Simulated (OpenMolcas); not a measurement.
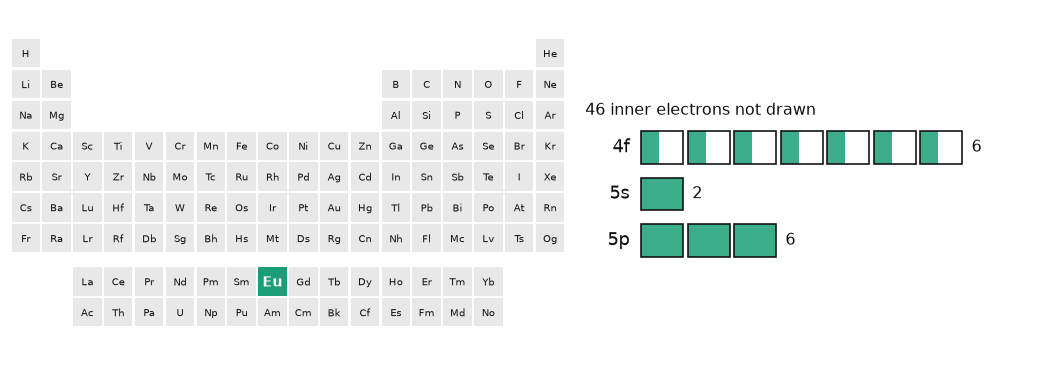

Left, the place of europium in the periodic table; right, the outer shells of the leading configuration of the lowest level: a box for each of the 2l + 1 orbitals, shaded by the share of the shell that is filled, with the electron count at the right.

## Eu³⁺ complex: multiconfigurational calculation (part 1 of 2)

Eu³⁺ with 6 ligands (O; octahedron, 2.58 Å), embedded in SrO by model potentials and point charges, whose field is part of the energies. Computed at this level: state-averaged CASSCF, active space 6 electrons in the shell 4f, basis ANO-RCC-VDZP on the metal and ANO-RCC-VDZP on the ligands, DKH2 scalar Hamiltonian, spin-orbit coupling by RASSI with atomic mean-field integrals (OpenMolcas).

**Output (extracts)**
```
--- SEWARD ---
Basis set label: EU.ANO-RCC...7S6P4D2F1G.

      Electronic valence basis set:
      ------------------
      Associated Effective Charge  63.000000 au
      Associated Actual Charge     63.000000 au
      Nuclear Model: Point charge

      Shell  nPrim  nBasis  Cartesian Spherical Contaminant
         s      25       7        X
         p      22       6        X
         d      15       4                 X
         f      11       2                 X
         g       4       1                 X
                  Relativistic Douglas-Kroll-Hess integrals:
                    - DKH order of Hamiltonian: 2
                    - DKH order of Properties : 0
                  Atomic mean-field integrals
--- RASSCF ---
Wave function specifications:
      -----------------------------

      Number of closed shell electrons         114
      Number of electrons in active shells       6
      Max number of holes in RAS1 space          0
      Max nr of electrons in RAS3 space          0
      Number of inactive orbitals               57
      Number of active orbitals                  7
      Number of secondary orbitals             112
      Spin quantum number                      3.0
      State symmetry                             1
Orbital specifications:
      -----------------------

      Symmetry species                           1   2
                                                ag  au
      Frozen orbitals                            0   0
      Inactive orbitals                         30  27
      Active orbitals                            0   7
      RAS1 orbitals                              0   0
      RAS2 orbitals                              0   7
      RAS3 orbitals                              0   0
      Secondary orbitals                        60  52
      Deleted orbitals                           0   0
      Number of basis functions                 90  86
      Number of CSFs                             7
      Number of root(s) required                 7
      Iter CI   SX   CI       RASSCF       Energy    max ROT     max BLB   max BLB  Level Ln srch  Step   QN
          iter iter root      energy       change     param      element    value   shift minimum  type update
 Nr of preliminary CI iterations:   1
      Total energies have been shifted. Add               -11000.00 au
        1   1    8    0  -289.51331760    0.00E+00   6.13E-02   14  48 2 -4.92E-01*  1.53   0.00    SX    NO
        2   1    9    0  -291.10326847   -1.59E+00*  5.94E-02   30  33 1  2.24E-01*  1.04   0.00    SX    NO
        3   1    9    0  -291.53387211   -4.31E-01* -4.67E-02   30  33 1  1.44E-01*  0.86   0.00    SX    NO
        4   1    9    0  -291.62658635   -9.27E-02*  3.07E-02   30  33 1  9.07E-02*  0.79   0.00    SX    NO
        5   1    8    0  -291.65993215   -3.33E-02*  3.54E-02   30  33 1  5.78E-02*  0.75   2.41    LS   YES
        6   1    8    0  -291.67712744   -1.72E-02*  1.20E-02   30  33 1  1.61E-02*  0.71   1.22    QN   YES
        7   1    8    0  -291.67972012   -2.59E-03*  5.72E-03   27  69 2 -6.76E-03*  0.71   1.48    QN   YES
        8   1    7    0  -291.68044073   -7.21E-04*  2.03E-03   25  32 1  3.40E-03*  0.71   1.23    QN   YES
        9   1    7    0  -291.68055454   -1.14E-04*  1.85E-03   19  31 1  2.20E-03*  0.72   1.36    QN   YES
       10   1    7    0  -291.68059800   -4.35E-05* -1.28E-03   19  31 1  1.16E-03*  0.72   1.42    QN   YES
       11   1    6    0  -291.68061320   -1.52E-05* -4.16E-04   18  88 1 -3.84E-04*  0.72   1.31    QN   YES
       12   1    6    0  -291.68061606   -2.86E-06* -8.57E-05   15  84 2 -2.12E-04*  0.72   1.29    QN   YES
       13   1    5    0  -291.68061647   -4.13E-07*  3.22E-05   12  44 2 -7.35E-05   0.72   1.26    QN   YES
       14   1    5    0  -291.68061653   -5.44E-08*  6.98E-06   15  83 2 -1.85E-05   0.72   1.20    QN   YES
       15   1    4    0  -291.68061651    1.55E-08*  4.54E-06   27  66 2  4.64E-06   0.72   0.07    LS   YES
       16   1    5    0  -291.68061650    9.29E-09   4.92E-06   27  66 2  1.36E-05   0.72  -0.02    QN   YES
      Convergence after 16 iterations
       17   1    5    0  -291.68061651   -2.75E-09   4.92E-06   27  66 2  4.68E-06   0.72  -0.02    QN   YES
      Natural orbitals and occupation numbers for root  1
      sym 2:   1.000000   1.000000   0.000000   1.000000   1.000000   1.000000   1.000000
      Natural orbitals and occupation numbers for root  2
      sym 2:   1.000000   1.000000   1.000000  -0.000000   1.000000   1.000000   1.000000
      Natural orbitals and occupation numbers for root  3
      sym 2:   1.000000   1.000000   1.000000   0.000000   1.000000   1.000000   1.000000
::    RASSCF root number  1 Total energy: -11291.68190901
::    RASSCF root number  2 Total energy: -11291.68190901
::    RASSCF root number  3 Total energy: -11291.68190901
::    RASSCF root number  4 Total energy: -11291.67988307
::    RASSCF root number  5 Total energy: -11291.67988307
::    RASSCF root number  6 Total energy: -11291.67988307
::    RASSCF root number  7 Total energy: -11291.67893929
--- RASSCF ---
Wave function specifications:
      -----------------------------

      Number of closed shell electrons         114
      Number of electrons in active shells       6
      Max number of holes in RAS1 space          0
      Max nr of electrons in RAS3 space          0
      Number of inactive orbitals               57
      Number of active orbitals                  7
      Number of secondary orbitals             112
      Spin quantum number                      2.0
      State symmetry                             1
Orbital specifications:
      -----------------------

      Symmetry species                           1   2
                                                ag  au
      Frozen orbitals                            0   0
      Inactive orbitals                         30  27
      Active orbitals                            0   7
      RAS1 orbitals                              0   0
      RAS2 orbitals                              0   7
      RAS3 orbitals                              0   0
      Secondary orbitals                        60  52
      Deleted orbitals                           0   0
      Number of basis functions                 90  86
      Number of CSFs                           140
      Number of root(s) required               140
      Iter CI   SX   CI       RASSCF       Energy    max ROT     max BLB   max BLB  Level Ln srch  Step   QN
          iter iter root      energy       change     param      element    value   shift minimum  type update
 Nr of preliminary CI iterations:   1
        1   1    0    0-11291.45900772    0.00E+00   0.00E+00   29  36 2 -1.77E-02*  0.00   0.00    SX    NO
      Natural orbitals and occupation numbers for root  1
      sym 2:   0.761566   0.885950   0.842751   0.913237   0.917581   0.917268   0.761648
      Natural orbitals and occupation numbers for root  2
      sym 2:   0.924332   0.888207   0.905886   0.759923   0.765974   0.839089   0.916589
      Natural orbitals and occupation numbers for root  3
      sym 2:   0.924400   0.888150   0.839075   0.765959   0.760005   0.917017   0.905395
::    RASSCF root number  1 Total energy: -11291.57119249
::    RASSCF root number  2 Total energy: -11291.57119249
::    RASSCF root number  3 Total energy: -11291.57119249
::    RASSCF root number  4 Total energy: -11291.57055762
::    RASSCF root number  5 Total energy: -11291.57055762
::    RASSCF root number  6 Total energy: -11291.55657046
::    RASSCF root number  7 Total energy: -11291.55657046
::    RASSCF root number  8 Total energy: -11291.55657046
::    RASSCF root number  9 Total energy: -11291.55640658
::    RASSCF root number 10 Total energy: -11291.55640658
::    RASSCF root number 11 Total energy: -11291.55596838
::    RASSCF root number 12 Total energy: -11291.55596838
::    RASSCF root number 13 Total energy: -11291.55596838
::    RASSCF root number 14 Total energy: -11291.55507601
::    RASSCF root number 15 Total energy: -11291.55507601
::    RASSCF root number 16 Total energy: -11291.55507601
::    RASSCF root number 17 Total energy: -11291.55369501
::    RASSCF root number 18 Total energy: -11291.55369501
::    RASSCF root number 19 Total energy: -11291.55359199
::    RASSCF root number 20 Total energy: -11291.55359199
::    RASSCF root number 21 Total energy: -11291.55359199
::    RASSCF root number 22 Total energy: -11291.55342825
::    RASSCF root number 23 Total energy: -11291.54992647
::    RASSCF root number 24 Total energy: -11291.54975547
::    RASSCF root number 25 Total energy: -11291.54975547
::    RASSCF root number 26 Total energy: -11291.54975547
::    RASSCF root number 27 Total energy: -11291.54959411
::    RASSCF root number 28 Total energy: -11291.54959411
::    RASSCF root number 29 Total energy: -11291.54843923
::    RASSCF root number 30 Total energy: -11291.54843923
--- RASSCF ---
Wave function specifications:
      -----------------------------

      Number of closed shell electrons         114
      Number of electrons in active shells       6
      Max number of holes in RAS1 space          0
      Max nr of electrons in RAS3 space          0
      Number of inactive orbitals               57
      Number of active orbitals                  7
      Number of secondary orbitals             112
      Spin quantum number                      1.0
      State symmetry                             1
Orbital specifications:
      -----------------------

      Symmetry species                           1   2
                                                ag  au
      Frozen orbitals                            0   0
      Inactive orbitals                         30  27
      Active orbitals                            0   7
      RAS1 orbitals                              0   0
      RAS2 orbitals                              0   7
      RAS3 orbitals                              0   0
      Secondary orbitals                        60  52
      Deleted orbitals                           0   0
      Number of basis functions                 90  86
      Number of CSFs                           588
      Number of root(s) required               162
      Iter CI   SX   CI       RASSCF       Energy    max ROT     max BLB   max BLB  Level Ln srch  Step   QN
          iter iter root      energy       change     param      element    value   shift minimum  type update
 Nr of preliminary CI iterations:   1
        1   1    0    0-11291.45157580    0.00E+00   0.00E+00   29  36 2 -1.97E-02*  0.00   0.00    SX    NO
      Natural orbitals and occupation numbers for root  1
      sym 2:   0.902058   0.826671   0.902318   0.819762   0.821328   0.903638   0.824226
      Natural orbitals and occupation numbers for root  2
      sym 2:   0.903956   0.818218   0.901798   0.821371   0.824147   0.902244   0.828267
      Natural orbitals and occupation numbers for root  3
      sym 2:   0.901911   0.827416   0.903779   0.819019   0.821362   0.902317   0.824197
::    RASSCF root number  1 Total energy: -11291.47827682
::    RASSCF root number  2 Total energy: -11291.47827682
::    RASSCF root number  3 Total energy: -11291.47827682
::    RASSCF root number  4 Total energy: -11291.47331568
::    RASSCF root number  5 Total energy: -11291.47330476
::    RASSCF root number  6 Total energy: -11291.47330476
::    RASSCF root number  7 Total energy: -11291.47330476
::    RASSCF root number  8 Total energy: -11291.47329626
::    RASSCF root number  9 Total energy: -11291.47329626
::    RASSCF root number 10 Total energy: -11291.47329626
::    RASSCF root number 11 Total energy: -11291.47323019
::    RASSCF root number 12 Total energy: -11291.47323019
::    RASSCF root number 13 Total energy: -11291.47323019
::    RASSCF root number 14 Total energy: -11291.47317812
::    RASSCF root number 15 Total energy: -11291.47317812
::    RASSCF root number 16 Total energy: -11291.47306590
::    RASSCF root number 17 Total energy: -11291.47306590
::    RASSCF root number 18 Total energy: -11291.47306590
::    RASSCF root number 19 Total energy: -11291.47254736
::    RASSCF root number 20 Total energy: -11291.47254736
::    RASSCF root number 21 Total energy: -11291.47254736
::    RASSCF root number 22 Total energy: -11291.47242575
::    RASSCF root number 23 Total energy: -11291.47242575
::    RASSCF root number 24 Total energy: -11291.47234247
::    RASSCF root number 25 Total energy: -11291.47234247
::    RASSCF root number 26 Total energy: -11291.47234247
::    RASSCF root number 27 Total energy: -11291.46921752
::    RASSCF root number 28 Total energy: -11291.46912406
::    RASSCF root number 29 Total energy: -11291.46912406
::    RASSCF root number 30 Total energy: -11291.46912406
```

(Continued in part 2.) Outcome of the run: converged.
